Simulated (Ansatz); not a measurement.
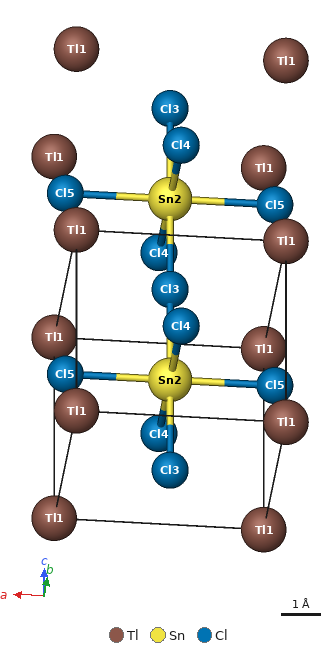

This is a crystal of TlSnCl3 (built on the cubic perovskite type) at its r2SCAN-relaxed geometry. Style: ball-and-stick. Shown: the cell of the calculation, repeated 1 × 1 × 2 with one cell outlined, from a free direction.

Computed with DFT, PBE, plane waves, PAW (Ansatz). Settings: plane-wave cutoff 420 eV; k-point mesh 6 × 6 × 6; occupations fermi dirac; smearing width 0.02 eV; no spin polarisation.

Now this is done to it. The cell is strained by +2.0 % along a and none across it (volume +2.0 %). The atoms were relaxed with r2SCAN under that strain, and this is a single point on that geometry.

Input file:
```yaml
crystal:
  lattice:
    - [5.6277073542, 0.0, 0.0]
    - [0.0, 5.5173601512, 0.0]
    - [0.0, 0.0, 5.5173601512]
  atoms:
    - { symbol: Tl, position: [0.0, 0.0, 0.0] }
    - { symbol: Sn, position: [0.5, 0.5, 0.5] }
    - { symbol: Cl, position: [0.5, 0.5, 0.0] }
    - { symbol: Cl, position: [0.5, 0.0, 0.5] }
    - { symbol: Cl, position: [0.0, 0.5, 0.5] }
kpoints:
  mp_grid: { grid: [6, 6, 6] }
  band_path:
    path: [[0.0, 0.0, 0.0], [0.0, 0.5, 0.0], [0.5, 0.5, 0.0], [0.5, 0.5, 0.5]]
    npoints: 1
hamiltonian:
  xc: pbe
scf:
  occupations: { method: fermi_dirac, width: 0.02 }
  n_extra_bands: 5
output:
  forces: true
  stress: true
  eigenvalues: true
```

Run as
```bash
ansatz run input.yaml --threads 4 --pin off --max-ram 4608MiB --backend cpu --events-out ev --progress --plain --runs-dir out
```

> What is the effect?

Some distances before and after: Cl–Sn 2.759 → 2.759 to 2.814 Å. The space group (tolerance 0.01 Å) goes from Pm-3m (No. 221) to P4/mmm (No. 123). Energy change: −1.1 meV per atom. Pressure: 0.8 GPa before, 0.3 GPa after. The principal stresses (compression positive) are −0.2 GPa along a and 0.6 GPa across it. All forces vanish by symmetry.

Drawn alike, the variant:

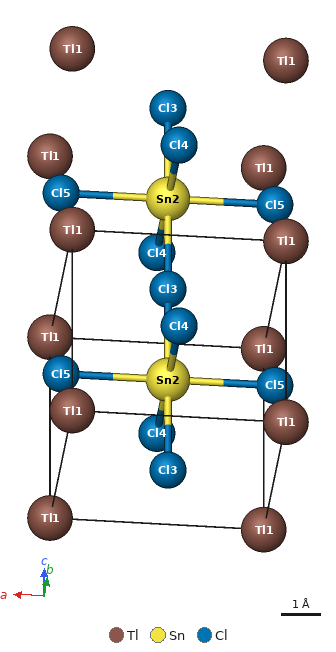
